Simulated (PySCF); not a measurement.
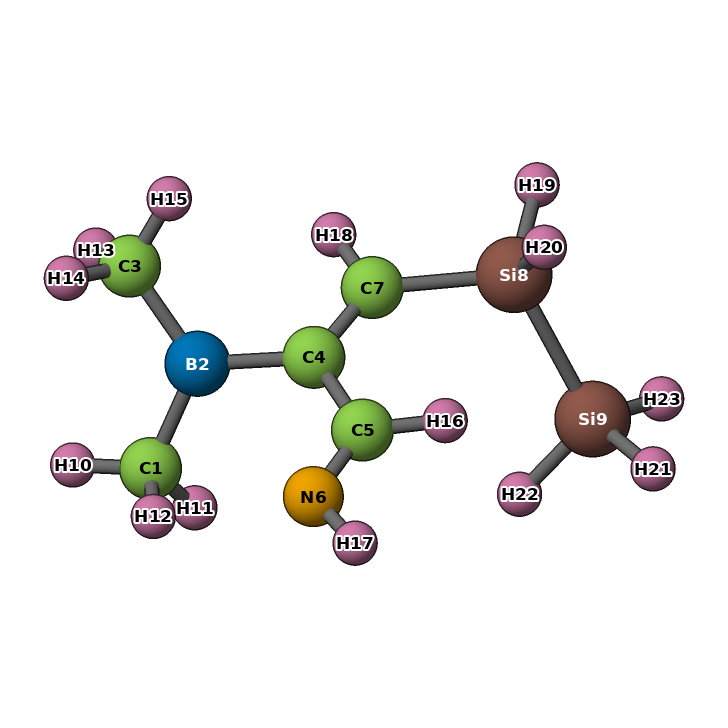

Computed geometry: GFN2-xTB optimisation. No frequency run is at hand to confirm it as a minimum. Method: GIAO PBE0/pcSseg-1 NMR shielding, non-relativistic, gas phase (PySCF 2.14.0). Principal shieldings σ11 ≤ σ22 ≤ σ33, span Ω = σ33 − σ11, skew κ = 3(σiso − σ22)/Ω.

Give the shielding tensors of the N atoms.

```json
{"atom": "N6", "σ11": "−476.5", "σ22": "−64.9", "σ33": "227.9", "σiso": "−104.5", "Ω": "704.4", "κ": "−0.17"}
```

Shieldings and span in ppm.

The geometry is semi-empirical. Around B, Si such bond lengths and angles can be off by a tenth of an ångström or more and by several degrees, and values that hang on the shape move with them.
